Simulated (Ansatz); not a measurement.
## Electronic structure of CH4OZn (SMILES [CH3][Zn][OH]) in real space

Input file:

```
crystal:
  periodic: [false, false, false]
  atoms:
    - {symbol: C, position_ang: [0.036824, -0.649332, -1.464474]}
    - {symbol: O, position_ang: [-0.376704, 1.377916, 1.581793]}
    - {symbol: Zn, position_ang: [-0.253254, 0.389895, 0.117719]}
    - {symbol: H, position_ang: [-1.259599, 1.464631, 1.960226]}
    - {symbol: H, position_ang: [-0.303748, -0.115322, -2.366449]}
    - {symbol: H, position_ang: [-0.501333, -1.610151, -1.420313]}
    - {symbol: H, position_ang: [1.108474, -0.873976, -1.594002]}
basis:
  gaussian:
    orbitals: def2-TZVPD
output: {forces: true, orbitals: {seedname: orbitals}}
hamiltonian:
  xc: pbe0
```

Launched as:

```sh
ansatz run input.yaml --threads 1 --pin off --max-ram 2610MiB --events-out events.jsonl --progress --plain --runs-dir runs
```

Geometry: r2SCAN-D4/def2-SVP.

Level of theory: isolated molecule in a Gaussian basis; Kohn-Sham density functional theory, functional PBE0 in Ansatz 0.2.0.

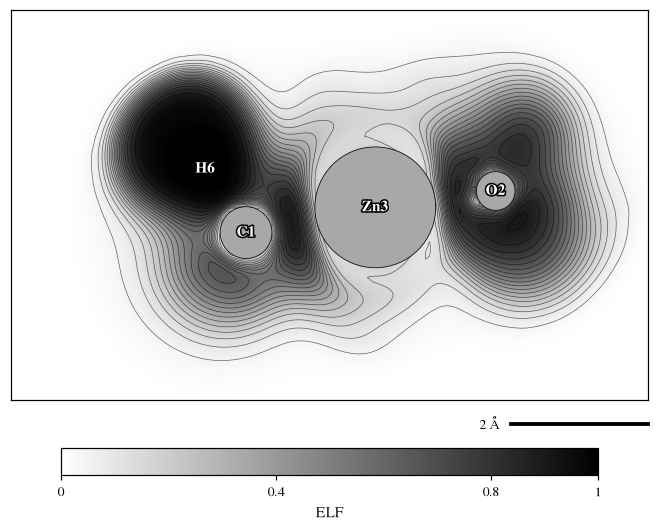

Figure 1. ELF on the plane of atoms Zn3, C1 and H6. Grey discs cover the atomic cores.

Interpret the plot.

Atoms in the plane: C, O, Zn and H. Zn–O (1.77 Å): the ELF peaks at about 0.85 in the valence shell of O, 0.6 Å from its nucleus, and is about 0.20 at the midpoint. C–Zn (1.92 Å): the ELF peaks at about 0.90 in the valence shell of C, 0.7 Å from its nucleus, and is about 0.45 at the midpoint. C–H (1.10 Å): the ELF climbs to about 1 towards the hydrogen, as it does in any bond to H (an ordinary covalent bond to hydrogen). The ELF also peaks beside O2, away from the bonds: lone-pair regions.

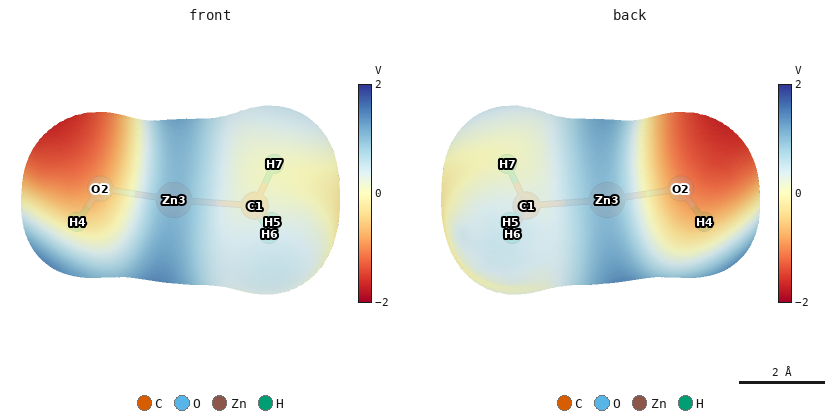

Figure 2. The molecular electrostatic potential painted on the density surface at 0.001 e/bohr³, seen from the front and from behind; the colour scale runs from red (negative) to blue (positive).

Where is the surface potential most negative and most positive?

The most negative region (about −1.7 V) lies over O2, the most positive (about +1.4 V) over Zn3 and H4. O2 is the likeliest acceptor of a hydrogen bond.

What dipole moment does the calculation give?

Its dipole moment is 1.82 D.

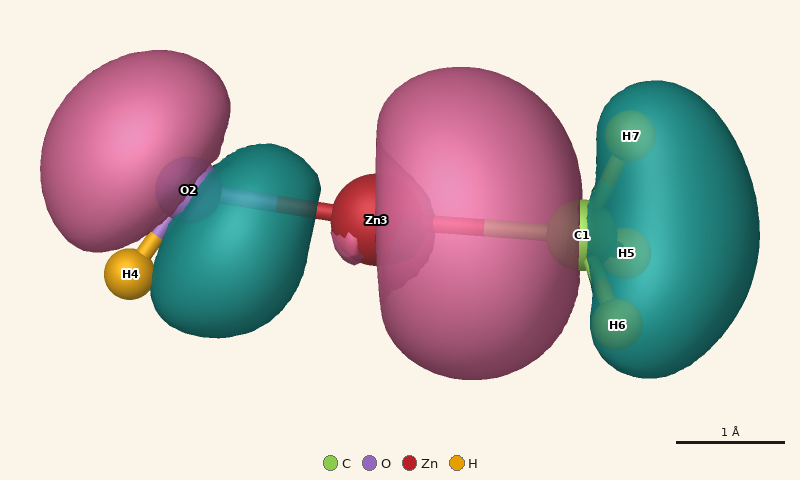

Figure 3. The HOMO−1 at ±0.08 Å⁻³ᐟ² (teal and pink are the two phases), seen across its widest extent.

Describe this orbital and give its energy.

It lies mainly on C1 (about 35 %), O2 (about 30 %) and Zn3 (about 20 %). Its energy is −8.23 eV.

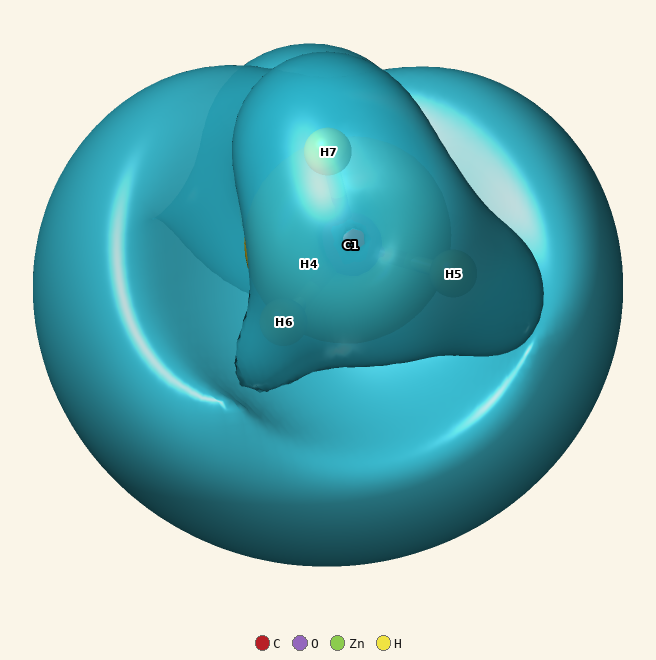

Figure 4. One frontier orbital at ±0.05 Å⁻³ᐟ² (yellow and cyan are the two phases), seen at an oblique angle.

Which orbital is it: HOMO or LUMO?

The LUMO, at −0.53 eV. Its weight (Hirshfeld) is mainly on Zn3 (about 55 %), H4 (about 15 %), C1 (about 10 %) and O2 (about 10 %).
